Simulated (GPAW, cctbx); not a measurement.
## RuS3: deformation density and structure factors from DFT

Question: by how much does bonding change the X-ray structure factors of RuS3, and what does a routine refinement make of it?

The cell comes from substitution in a known structure type and wasn't matched to any measured phase. All numbers below are calculated.

## 1. Find the equilibrium geometry

The density hangs on the geometry, so cell and atoms are relaxed first, with the symmetry held. The cutoff is set higher than for the density because stress converges slowly with plane waves.

Settings: GPAW 26.7.0, PBE, 570 eV, 3×3×3 k-points, Fermi–Dirac width 0.05 eV, BFGS to 0.03 eV/Å.

```text
cell
1.0
     4.496000000    0.000000000    0.000000000
     0.000000000    4.496000000    0.000000000
     0.000000000    0.000000000    4.496000000
Ru S
1 3
Direct
0.000000000 0.000000000 0.000000000
0.500000000 0.000000000 0.000000000
0.000000000 0.500000000 0.000000000
0.000000000 0.000000000 0.500000000
```

```console
$ OMP_NUM_THREADS=1 mpirun -n 4 gpaw python run.py > gpaw.log
```

```text
BFGS:    0      -18.316244        1.553731
BFGS:    1      -18.412110        1.293959
BFGS:    2      -18.653255        0.170824
BFGS:    3      -18.659293        0.030016
BFGS:    4      -18.659557        0.001468
cell  4.6715 4.6715 4.6715  90.00 90.00 90.00
volume 101.945 A^3, largest force 0.000 eV/A, largest stress 0.01 GPa
```

The cell moved far, while the k-mesh and basis were chosen for the start, so the final shape may be somewhat biased.

After 4 steps the volume has changed by +12.2 % and the energy by -0.343 eV; the largest stress left is 0.01 GPa. It took 15 s on 4 cores of Intel(R) Xeon(R) Platinum 8488C (Sapphire Rapids) (shared host), peak memory 0.84 GiB.

Relaxed structure: Pm-3m (no. 221), a = 4.6715 Å, b = 4.6715 Å, c = 4.6715 Å, α = 90.00°, β = 90.00°, γ = 90.00°.

```csv
atom,mult.,x,y,z
Ru1,1,0,0,0
S1,3,1/2,0,0
```

## 2. Density and charge transfer

X-rays see the whole electron density, so the PAW density is rebuilt with its core regions. Subtracting spherical free atoms from the same code cancels the cores and leaves the deformation density Δρ, the part due to bonding.

Settings: PBE, 450 eV, 4×4×4 k-points, Fermi–Dirac width 0.05 eV; primitive cell of 4 atoms.

```console
$ OMP_NUM_THREADS=1 mpirun -n 4 gpaw python run.py > gpaw.log
```

```text
|iter:   1|       0s |  -22.191309 | +0.08 |       |
|iter:   2|       1s |  -20.099896 | -1.35 | -0.85 |
|iter:   3|       1s |  -19.216758 | -1.37 | -1.09 |
...
|iter:   8|       2s |  -19.166914c| -5.71 | -3.54 |
|iter:   9|       3s |  -19.166915c| -7.02 | -4.15c|
|iter:  10|       3s |  -19.166916c| -7.60c| -4.83c|
```

```text
grid (48, 48, 48)  electrons 92.000  moved by bonding 0.565 e
deformation density beyond 0.5 A of the nuclei: max 0.133, min -0.460 e/A^3
atom        x       y       z   Voronoi charge  moment
Ru1    0.0000  0.0000  0.0000      0.270       0.00
S 2    0.5000  0.0000  0.0000     -0.090       0.00
S 3    0.0000  0.5000  0.0000     -0.090       0.00
S 4    0.0000  0.0000  0.5000     -0.090       0.00
mean inner potential of superposed free atoms 11.737 V
total magnetic moment 0.000 muB
```

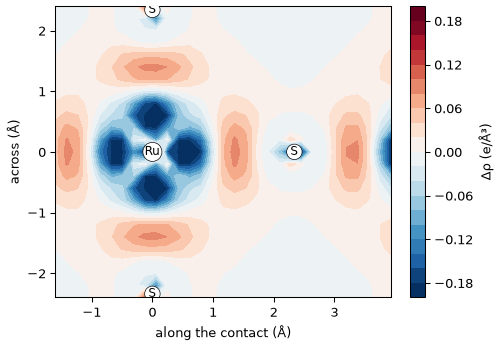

Deformation density in a plane through the shortest contact of the Ru atom at the origin; red gains electrons, blue loses them.

S gains most (-0.09 e) and Ru loses most (+0.27 e), as electronegativity suggests. Such charges fall far short of formal ones, since overlapping free atoms already put density on their neighbours. Along the shortest contact from the Ru atom at the map's origin, Ru–S at 2.34 Å, Δρ is +0.06 e/Å³ at the midpoint and highest, +0.09, 1.39 Å from Ru (points within 0.5 Å of a nucleus left out): a modest build-up. At the midpoints of other shortest contacts it is +0.01 (S–S, 3.30 Å) e/Å³. Point values carry grid noise of about 0.01 e/Å³. The run needed 10 iterations, 7.4 s.

## 3. From the density to structure factors

The Fourier components of Δρ, added to those of the free atoms, give the static X-ray structure factors; the Mott–Bethe relation turns them into the Fourier components V of the potential that fast electrons feel.

```text
static structure factors of the conventional cell: F in electrons, V (Mott-Bethe) in volts
   h  k  l      d  |F| table  |F| free   |F| DFT   change   |V| free  |V| DFT  change %
   0  1  0  4.6715    54.350    54.339    54.312   -0.027     5.554    5.581      0.5
   0  1  1  3.3032    25.343    25.284    25.078   -0.206     1.332    1.433      7.6
   1  1  1  2.6971     1.380     1.270     0.987   -0.283     1.724    1.631     -5.4
   0  2  0  2.3357    66.533    66.548    66.398   -0.150     6.243    6.280      0.6
   0  2  1  2.0892    43.073    43.059    42.848   -0.211     3.324    3.366      1.2
   1  2  1  1.9071    22.038    21.999    21.812   -0.187     0.981    1.012      3.1
   0  2  2  1.6516    56.732    56.774    56.628   -0.147     4.320    4.338      0.4
   1  2  2  1.5572    37.640    37.662    37.569   -0.093     2.435    2.445      0.4
   0  3  0  1.5572    37.640    37.662    37.726    0.064     2.435    2.428     -0.3
   0  3  1  1.4773    19.637    19.651    19.701    0.050     0.819    0.814     -0.6
   1  3  1  1.4085     2.511     2.528     2.588    0.059     0.582    0.588      0.9
   2  2  2  1.3485    51.271    51.305    51.281   -0.024     3.327    3.329      0.1
   0  3  2  1.2956    34.252    34.287    34.316    0.029     1.941    1.938     -0.1
   1  3  2  1.2485    17.879    17.928    17.980    0.053     0.706    0.702     -0.5
```

The largest X-ray change is -0.28 e on 111, 22.3 % of |F|. For electrons V goes as (Z − F)/g², so a change of F counts against Z − F, which is small at low angle and wherever the atoms' terms cancel: |V| of 011 moves by +7.6 % (1.33 to 1.43 V) against -0.8 % in |F|. The tabulated Hartree–Fock atoms differ from the free DFT atoms by up to 0.11 e, so the choice of reference atom matters too.

## 4. Refining ordinary atoms against data with bonding

Routine crystallography fits spherical atoms. To see the bias, intensities are simulated from tabulated atoms plus the DFT change ΔF, so that bonding alone can misfit (3406 reflections of the full sphere, merged to the counts below, to 0.5 Å, 0.5 % proportional noise plus counting noise, assumed isotropic U as listed, Δρ smeared by the mean U) and refined with cctbx over different ranges.

```csv
range,data,R1,GooF,U Ru1 (true 0.0082),U S1 (true 0.0116),largest shift (Å),"Δρ max, min (e/Å³)"
all data,119,0.0025,1.62,0.0082,0.0116,0.0000,"0.08, -0.34"
"low resolution, d > 0.84",33,0.0024,2.10,0.0080,0.0114,0.0000,"0.08, -0.10"
"high order, d < 0.75",75,0.0025,1.27,0.0082,0.0116,0.0000,"0.09, -0.16"
"occupancies free, d > 0.7",51,0.0023,1.90,0.0081,0.0116,0.0000,"0.10, -0.16"
```

With all data GooF is 1.62, so the misfit of spherical atoms stands above the noise; the top residual peak lies 0.90 Å from S and 1.44 Å from Ru. No U is off by more than 3 s.u. at low resolution. Symmetry fixes every coordinate, so the shifts are zero by construction. With Ru1 held at 1 and the scale free, the other occupancies refine to S1 1.002(0.002), within three s.u. of full.

## 5. Answer

Bonding moves 0.56 e in the primitive cell of RuS3 and changes the structure factors of the conventional cell in the table above by at most 0.28 e (111, 22.3 %), and among reflections above 2 % of the strongest by up to 2.3 % (131). The shortest bond, Ru–S, has Δρ = +0.06 e/Å³ at its midpoint. With all data GooF is 1.62, so the misfit of spherical atoms stands above the noise. Limits: static density, frozen cores, no spin–orbit coupling.

[Outputs are excerpts: Python notices, other lines and further rows are left out; steps that failed or that the build refused (PBEsol, TPSS) are not shown.]

[Logs are printed without paths, hosts, clocks, repeated set-up lines and the standing remarks that a program may print on its own settings, such as how far it seeks lower states.]
